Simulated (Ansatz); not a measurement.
Input

```
crystal:
  periodic: [false, false, false]
  atoms:
    - symbol: F
      position_ang: [-2.003342, 0.246637, 1.114163]
    - symbol: Ge
      position_ang: [1.143914, 1.341448, 2.783117]
    - symbol: Si
      position_ang: [-0.860233, -0.171910, 2.317990]
    - symbol: Si
      position_ang: [1.270256, -0.813079, 1.834926]
    - symbol: H
      position_ang: [-1.808501, -0.744381, 3.356573]
    - symbol: H
      position_ang: [-0.718712, 1.303660, 3.065370]
basis:
  gaussian: {orbitals: def2-TZVPD}
total_charge: -1
hamiltonian: {xc: pbe0}
output: {forces: true, orbitals: {seedname: orbitals}}
```

Launched as:

```sh
ansatz run input.yaml --threads 2 --pin off --max-ram 4350MiB --events-out events.jsonl --progress --plain --runs-dir runs
```

Geometry: PBE-D3(BJ)/def2-SVPD.

The calculation used Ansatz, isolated molecule in a Gaussian basis; Kohn-Sham density functional theory, functional PBE0.

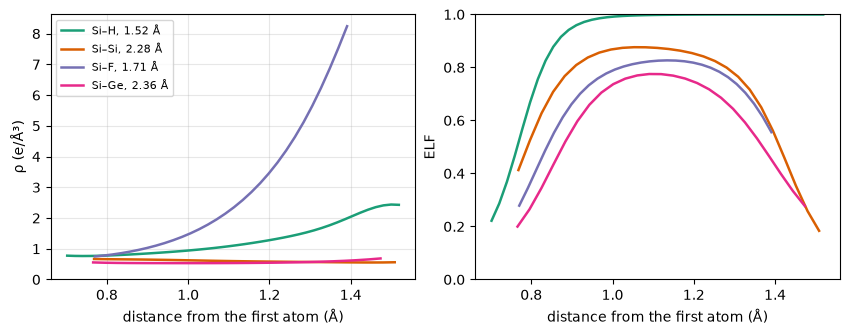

FGeH2Si2 (charge −1). Electron density and ELF along straight lines between neighbouring atoms. The curves leave out the atomic cores.

Question: Compare the contacts.

Answer: Si–H (1.52 Å): the density is about 0.77 e/Å³ at the midpoint; the ELF climbs to about 1 towards the hydrogen, as it does in any bond to H.
Si–Si (2.28 Å): ρ is about 0.59 e/Å³ halfway; the ELF peaks at about 0.90 between the atoms; a covalent bond.
Si–F (1.71 Å): ρ at the midpoint is about 0.9 e/Å³; the ELF peaks at about 0.85 in the valence shell of F, 0.6 Å from its nucleus, and is about 0.55 at the midpoint.
Si–Ge (2.36 Å): ρ at the midpoint is about 0.54 e/Å³; the ELF peaks at about 0.80 in the valence shell of Si, 1.1 Å from its nucleus, and is about 0.75 at the midpoint.
